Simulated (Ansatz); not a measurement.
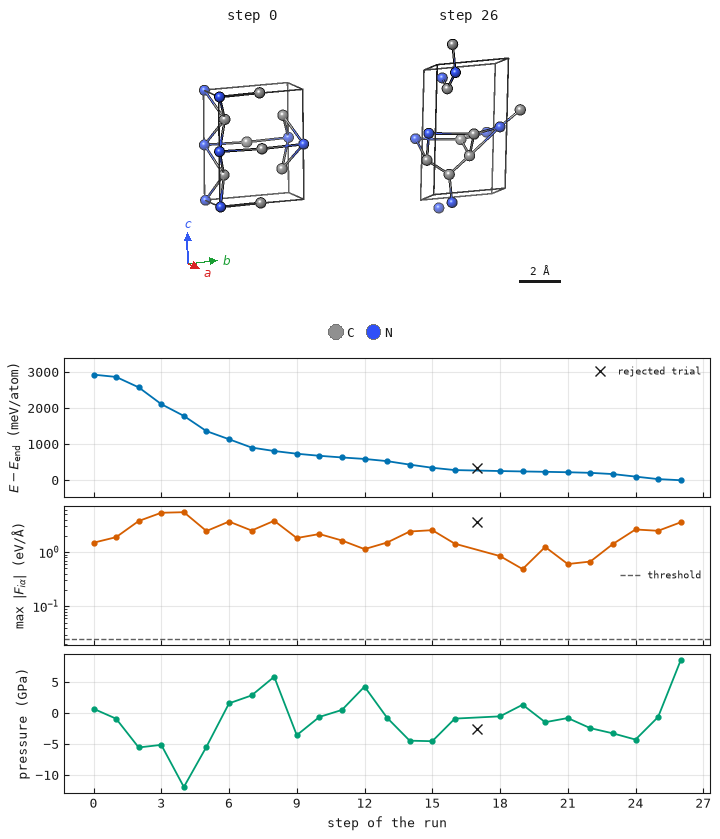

First and last geometry of a relaxation of a crystal of C3N (a generated structure, set up in P1) (coarse preliminary run), with the history of the run. The picture is a ball-and-stick view of the cell of the calculation, seen slightly off an axis.

These are results of DFT PBE, scalar-relativistic, plane waves, PAW in Ansatz, not measurements.

Input
```yaml
crystal:
  lattice:
    - [-2.797798826, 0.0541375199, 0.0050728724]
    - [0.0079960159, -0.1128986901, -4.368351197]
    - [0.1082750399, -5.5081437721, -0.1432515047]
  atoms:
    - { symbol: C, position: [0.5213217826, 0.1562877959, 0.7549472961] }
    - { symbol: C, position: [0.4976934137, 0.1429471922, 0.2489845552] }
    - { symbol: C, position: [0.9766604387, 0.4916538302, 1.0011559668] }
    - { symbol: C, position: [0.9989658906, 0.509470475, 0.4928279317] }
    - { symbol: C, position: [0.5115025509, 0.849659972, 0.7447443054] }
    - { symbol: C, position: [0.5073881921, 0.8321326858, 0.2592902903] }
    - { symbol: "N", position: [0.9992790402, 0.004616132, 0.5012957663] }
    - { symbol: "N", position: [-0.0128113088, 0.0132319171, -0.0032461119] }
basis:
  ecutwfc: 420
kpoints:
  mp_grid: { grid: [8, 6, 4] }
hamiltonian:
  xc: pbe
scf:
  occupations: { method: gaussian, width: 0.2 }
  lower_state_search: "off"
output:
  forces: true
  stress: true
  eigenvalues: true
relax:
  adjacent_minimum: "off"
  f_tol: 0.025
  max_steps: 60
  cell: { stress_tol: 0.25 }
```

Launched with:
```bash
ansatz run input.yaml --threads 1 --pin off --max-ram 2560MiB --backend cpu --events-out ev --progress --plain --runs-dir out
```

### Did the run converge, and what did it change?

The run was cut off at its time limit before the relaxation converged, so the last structure is only a point on the way. Over 25 accepted moves (26 points after the start) the energy falls by 2929 meV per atom. The largest force component goes from 1.5 to 3.6 eV/Å. Pressure: 0.71 GPa at the start and 8.53 GPa at the end. The line search rejected the trial step at point 17 of the run. C5 moves most relative to the cell: 1.66 Å along [2 3 −1]. Largest moves by element: C 1.66 Å, N 1.06 Å. The volume changes by −13.5 %, with a 2.798 → 2.514 Å (−10.2 %), b 4.370 → 3.694 Å (−15.5 %), c 5.511 → 6.720 Å (+21.9 %), α 87.0° → 87.5°, β 92.2° → 69.0°, γ 90.2° → 89.1°. Some distances before and after: C6–N8 2.137 → 4.181 Å, C4–C5 3.435 → 1.544 Å, C2–N8 2.053 → 3.671 Å, C1–N7 2.111 → 3.722 Å. New bonds form, among them: C2–C3 (2.43 → 1.37 Å), C3–C6 (2.52 → 1.45 Å), C4–C5 (3.44 → 1.54 Å), C4–C6 (2.29 → 1.54 Å). The space group stays P1 (No. 1). Cost: 9.7 min on 1 thread of Arm Neoverse V1, on a shared host, peak memory 0.44 GiB.
